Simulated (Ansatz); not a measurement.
Start from K2S in the anti-fluorite structure (space group Fm-3m, No. 225; a = 7.4620 Å).

It is then changed as follows: the cell is scaled by 1.0300 in all directions, atoms relaxed at fixed cell.

Level of theory: Kohn–Sham DFT with the PBE functional, run in Ansatz (an electronic-structure program) with PAW and 420 eV plane waves, no spin-orbit coupling.

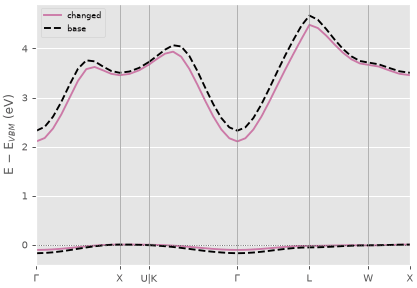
Figure. Highest valence and lowest conduction band along the path, each from its own valence-band maximum

Q: From the figure, how large is the changed gap, and is it direct?

A: About 2.1 eV, indirect, X → Γ.

The cells carry an imposed strain or load. Whether these cells are dynamically stable was not tested.
